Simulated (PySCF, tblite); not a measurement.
# Si₁₅Ge₁₅H₃₆: electronic excitations, NMR shifts

Aim: compute the electronic excitations, NMR shifts of Si₁₅Ge₁₅H₃₆.

Computed with tblite 0.8.0 and PySCF 2.14.0 and routines of our own; the level stands in each step. Atoms count from 0.

## 1. The system as given

66 atoms, charge 0, multiplicity 1; geometry from: force field, distance geometry or constructed start.

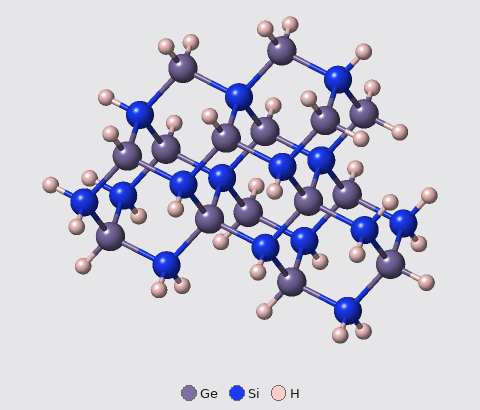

The starting geometry (germanium purple, silicon blue, hydrogen pink).

## 2. Geometry optimisation with GFN2-xTB

Job settings and geometry (Å):

```
{"job": {"kind": "relax", "xc": "GFN2-xTB", "basis": "xTB"}, "charge": 0, "multiplicity": 1}
Ge    -3.456000    -1.745100     1.735400
Ge    -0.694100    -4.510700     1.730100
Ge    -3.455700    -4.515600    -1.032000
Ge    -0.691600    -1.738900    -1.039200
Si    -2.076900    -3.129500    -2.414600
Si    -2.079200    -5.898800     0.349400
Si    -4.845800    -3.126600     0.348700
Ge    -0.687500    -1.740600     4.508500
Si    -2.073200    -3.130400     3.121600
Ge    -0.693700     1.025900     1.738600
Ge    -3.463000     1.025500    -1.035100
Ge    -0.693400     3.794700    -1.033000
Si    -2.079300     2.412400    -2.413000
Si    -2.073700    -0.358900     0.349300
Ge    -0.693100     1.031800    -3.802800
Ge     2.077200    -1.742700     1.743300
Si     0.694500    -3.126400     0.352900
Si     0.693000     5.178300    -2.419000
Ge     2.078500     3.798500     1.739500
Ge     4.851900     1.027600     1.739700
Ge     2.076800     1.030500    -1.031500
Si     3.463200     2.413200    -2.418200
Si     3.467500    -0.353700     0.358600
Si     0.689900    -0.362600    -2.419500
Si     0.694600     2.414300     0.352900
Ge     2.073000     3.795800    -3.800500
Si     0.694800     2.414000    -5.188700
Ge     2.078500     1.027300     4.508200
Si     3.464700     2.412100     3.120000
Si     0.695200    -0.357900     3.125400
H     -4.340700    -0.859400     2.619300
H      0.190500    -5.395400     2.620600
H     -4.345300    -5.396600    -1.918200
H     -2.905200    -2.298200    -3.245700
H     -1.243300    -3.957900    -3.252700
H     -2.906800    -6.727500     1.180500
H     -1.245300    -6.729600    -0.483500
H     -5.676400    -3.957200     1.180800
H     -5.676200    -2.300800    -0.479500
H     -1.579100    -0.856600     5.391600
H      0.192300    -2.629000     5.394200
H     -2.901400    -3.965300     3.957100
H     -1.569400     1.911000     2.616800
H     -4.341700     0.142800    -1.918100
H     -4.348000     1.911700    -0.147200
H     -1.576200     4.681600    -0.153000
H     -2.904900     3.243200    -3.250000
H     -1.574600     0.145900    -4.684000
H      2.964000    -2.626300     2.620600
H      1.527400    -3.959000    -0.477400
H     -0.138200     6.005800    -3.246300
H      1.532100     6.014400    -1.586900
H      2.962000     4.679600     0.853800
H      1.192300     4.678400     2.617400
H      5.733100     1.909100     0.855200
H      5.731900     0.146300     2.621000
H      4.302100     3.237400    -1.588500
H      4.298200     1.587900    -3.250100
H      4.295600    -1.190400    -0.475400
H      1.524600    -1.187700    -3.250400
H      2.958600     4.680900    -4.684800
H     -0.133400     3.242800    -6.021300
H      1.527200     1.581000    -6.018600
H      2.962200     0.146800     5.391500
H      1.201400     1.913300     5.392400
H      4.290600     3.244900     3.954700
```

On the command line:

```console
$ OMP_NUM_THREADS=8 python large_run.py task.json out
```

One launch serves the whole session: the jobs run in the order shown.

Output:

```text
step      E/eV     max force
  0   -1996.13277    1.016
  1   -1996.41901    0.681
  2   -1996.63143    0.372
  3   -1996.69612    0.425
  4   -1996.82834    0.417
  5   -1996.90791    0.411
  6   -1996.95298    0.353
  7   -1996.97687    0.301
  8   -1997.00235    0.192
  9   -1997.02039    0.212
 10   -1997.03238    0.166
 11   -1997.03986    0.128
 12   -1997.04578    0.119
 13   -1997.05075    0.127
 14   -1997.05536    0.115
 15   -1997.05998    0.104
 16   -1997.06410    0.077
 17   -1997.06701    0.077
 18   -1997.06900    0.067
 19   -1997.07074    0.069
 20   -1997.07258    0.071
 21   -1997.07446    0.062
 22   -1997.07626    0.069
 23   -1997.07791    0.056
 24   -1997.07933    0.056
 25   -1997.08045    0.062
 26   -1997.08141    0.055
 27   -1997.08238    0.050
 28   -1997.08339    0.044
 29   -1997.08427    0.048
 30   -1997.08493    0.053
 31   -1997.08546    0.047
 32   -1997.08598    0.036
 33   -1997.08647    0.031
 34   -1997.08683    0.036
 35   -1997.08710    0.034
 36   -1997.08733    0.024
 37   -1997.08757    0.022
 38   -1997.08779    0.022
 39   -1997.08799    0.021
 40   -1997.08816    0.021
 41   -1997.08833    0.020
```

Run time: 27 s. Hardware: 8 threads of Arm Neoverse N1, shared host; peak memory 0.15 GiB.

Step by step:

```tsv
step	energy from step 0 (eV)	largest force (eV/Å)
0	0.0000	1.0157
1	-0.2862	0.6812
2	-0.4987	0.3718
3	-0.5634	0.4242
4	-0.6956	0.4172
5	-0.7751	0.4114
6	-0.8202	0.3535
7	-0.8441	0.3005
8	-0.8696	0.1918
10	-0.8996	0.1663
13	-0.9180	0.1268
15	-0.9272	0.1032
18	-0.9362	0.0665
21	-0.9417	0.0622
23	-0.9451	0.0566
26	-0.9486	0.0554
29	-0.9515	0.0484
31	-0.9527	0.0471
34	-0.9541	0.0362
37	-0.9548	0.0220
38	-0.9550	0.0215
39	-0.9552	0.0211
40	-0.9554	0.0213
41	-0.9556	0.0194
```

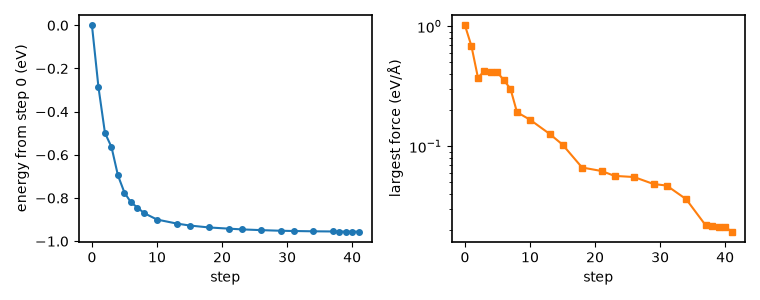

Energy and force, step by step.

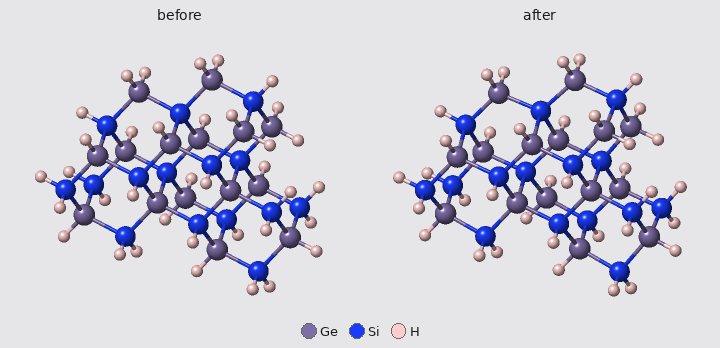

Before and after, at one scale.

Distances of close pairs at the start and the end, largest changes first:

```tsv
bond	before (Å)	after (Å)	change (Å)
Ge20–Si24	2.396	2.442	+0.045
Ge19–Si28	2.397	2.353	-0.045
Ge3–Si13	2.396	2.438	+0.042
Si23–H59	1.438	1.479	+0.041
Ge7–Si8	2.403	2.363	-0.040
Ge18–Si28	2.398	2.358	-0.039
Ge2–Si6	2.402	2.362	-0.039
Ge27–Si28	2.401	2.363	-0.038
```

The next job starts from the end point, and lists it.

## 3. Electronic excitations: TDDFT PBE/def2-SVP

Job settings and geometry (Å):

```
{"job": {"kind": "uv", "basis": "def2-SVP", "grid": 1, "kgrid": 0, "vcut": null, "nstates": 6, "ntriplets": 2, "tda": false, "delta": ["ip_vertical"], "pop": true, "xc": "PBE"}, "charge": 0, "multiplicity": 1}
Ge    -3.482520    -1.906709     1.724926
Ge    -0.798270    -4.512090     1.690965
Ge    -3.434708    -4.475853    -0.968788
Ge    -0.708888    -1.777935    -1.033280
Si    -2.100272    -3.143563    -2.400667
Si    -2.119807    -5.939930     0.340140
Si    -4.919000    -3.183461     0.338114
Ge    -0.712437    -1.779838     4.457952
Si    -2.106899    -3.199277     3.183930
Ge    -0.590717     0.929082     1.690897
Ge    -3.357222     1.021642    -1.030832
Ge    -0.657495     3.802018    -1.169751
Si    -2.121470     2.429598    -2.462036
Si    -2.126656    -0.414812     0.407554
Ge    -0.629176     1.118650    -3.765836
Ge     2.020154    -1.664823     1.693779
Si     0.668479    -3.136957     0.398875
Si     0.711618     5.242191    -2.453689
Ge     2.124470     3.701837     1.765428
Ge     4.776029     1.068777     1.767765
Ge     2.102307     1.031080    -1.037285
Si     3.437294     2.428831    -2.423188
Si     3.485057    -0.330738     0.366530
Si     0.653169    -0.343740    -2.383002
Si     0.678496     2.470847     0.326894
Ge     2.007466     3.759637    -3.753036
Si     0.698105     2.441187    -5.209455
Ge     2.181553     1.117725     4.463357
Si     3.590166     2.522276     3.187542
Si     0.743909    -0.341216     3.250716
H     -4.338927    -0.985744     2.604313
H      0.101495    -5.387544     2.571924
H     -4.308784    -5.367061    -1.858719
H     -2.935216    -2.299456    -3.266936
H     -1.297099    -3.990217    -3.294547
H     -2.947200    -6.839570     1.155800
H     -1.275452    -6.802163    -0.496606
H     -5.830602    -4.019044     1.131360
H     -5.753552    -2.300181    -0.484379
H     -1.541135    -0.956796     5.430443
H      0.093521    -2.600877     5.451851
H     -2.936941    -4.056428     4.049843
H     -1.504641     1.822676     2.545719
H     -4.321294     0.178266    -1.857953
H     -4.368298     1.828515    -0.232795
H     -1.534556     4.652042    -0.236864
H     -2.980912     3.273606    -3.311409
H     -1.510869     0.200487    -4.626247
H      2.906308    -2.584118     2.549480
H      1.513845    -4.005466    -0.444955
H     -0.097601     6.142898    -3.284279
H      1.537848     6.080952    -1.578916
H      2.924411     4.674837     0.905920
H      1.307791     4.709460     2.560393
H      5.753311     1.871301     0.923748
H      5.770085     0.254457     2.580535
H      4.301331     3.265912    -1.577486
H      4.334547     1.620773    -3.260550
H      4.366224    -1.188107    -0.447000
H      1.503163    -1.174672    -3.263232
H      2.907041     4.629363    -4.639484
H     -0.122075     3.268708    -6.104473
H      1.537378     1.600015    -6.071705
H      2.980857     0.286060     5.455967
H      1.330762     1.916066     5.440701
H      4.439573     3.377664     4.026946
```

Level: TDDFT PBE/def2-SVP, vertical, gas phase, core orbitals frozen in the response.

Output:

```text
start: PBE on a coarse grid of 271320 points
cycle   1  E = -35507.1156452628  dE = -5.999e+00  |g| = 1.789e+00  |ddm| = 9.474e+00
cycle   2  E = -35506.9232497991  dE =  1.924e-01  |g| = 2.203e+00  |ddm| = 2.485e+00
cycle   3  E = -35507.3752220181  dE = -4.520e-01  |g| = 3.015e-01  |ddm| = 1.939e+00
cycle   4  E = -35507.4011546248  dE = -2.593e-02  |g| = 1.415e-01  |ddm| = 7.455e-01
cycle   5  E = -35507.4074875735  dE = -6.333e-03  |g| = 4.659e-02  |ddm| = 2.905e-01
cycle   6  E = -35507.4082105469  dE = -7.230e-04  |g| = 1.530e-02  |ddm| = 9.934e-02
cycle   7  E = -35507.4082857632  dE = -7.522e-05  |g| = 4.321e-03  |ddm| = 3.259e-02
final grid: 271320 points
cycle   8  E = -35507.4082650500  dE =  2.071e-05  |g| = 1.031e-02  |ddm| = 2.709e-02
cycle   9  E = -35507.4079828814  dE =  2.822e-04  |g| = 2.762e-02  |ddm| = 7.116e-02
cycle  10  E = -35507.4083029723  dE = -3.201e-04  |g| = 2.715e-03  |ddm| = 5.368e-02
cycle  11  E = -35507.4083026508  dE =  3.215e-07  |g| = 5.663e-04  |ddm| = 5.201e-03
cycle  12  E = -35507.4083006204  dE =  2.030e-06  |g| = 1.414e-04  |ddm| = 1.189e-03
cycle  13  E = -35507.4082993641  dE =  1.256e-06  |g| = 3.551e-05  |ddm| = 2.663e-04
converged SCF energy = -35507.4082993641
Vertical ionisation energy (delta-SCF) = 7.0961 eV   <S^2> = 0.751

Static polarisability (au): isotropic 921.836, principal 716.358 940.485 1108.664

Singlet excitations
state   eV       nm        f      main configurations
  1   3.5208    352.1   0.00289   H->L 0.98
  2   3.6009    344.3   0.00473   H->L+1 0.95
  3   3.6175    342.7   0.00015   H-1->L 0.96
  4   3.6951    335.5   0.00598   H-1->L+1 0.97
  5   3.6971    335.4   0.00111   H->L+2 0.96
  6   3.7941    326.8   0.00008   H-1->L+2 0.98

Triplet excitations (Tamm-Dancoff, eV): 3.4353 3.5141
```

Run time: 2.9 min. Hardware: 8 threads of Arm Neoverse N1, shared host; peak memory 5.3 GiB.

Frontier orbitals and where they lie:

```tsv
orbital	eV	atoms
HOMO−4	-6.26	Ge9 10 %, Si24 9 %, Si23 7 %
HOMO−3	-6.21	Ge20 9 %, Si22 8 %, Ge10 6 %
HOMO−2	-6.16	Ge3 11 %, Ge20 10 %, Si13 9 %
HOMO−1	-5.90	Ge3 8 %, Ge20 7 %, Si16 7 %
HOMO	-5.80	Si21 8 %, Ge20 8 %, Ge3 8 %
LUMO	-2.32	Si29 7 %, Ge7 7 %, Ge9 6 %
LUMO+1	-2.24	Si24 9 %, Ge11 9 %, Ge9 8 %
LUMO+2	-2.15	Ge18 9 %, Si24 9 %, Si28 6 %
LUMO+3	-2.01	Si29 10 %, Ge27 9 %, Ge9 9 %
```

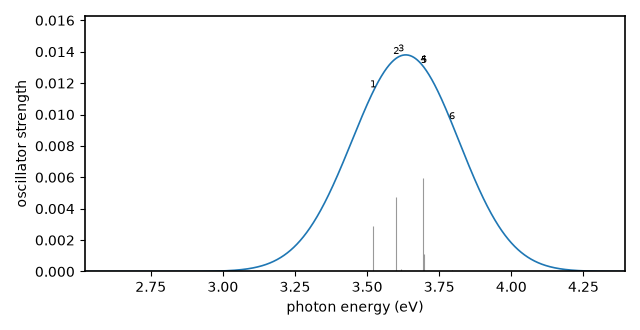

Absorption spectrum from the 6 singlet states computed; above the last one it falls off for lack of states. Lines are broadened to a width of 0.40 eV (Gaussian).

Further results of this job:

```tsv
property	computed
dipole moment (D)	0.30
polarisability (Å³)	136.60
HOMO–LUMO gap (eV)	3.49
−ε(HOMO) (eV)	5.80
```

(Part 1 of 2 ends here.)
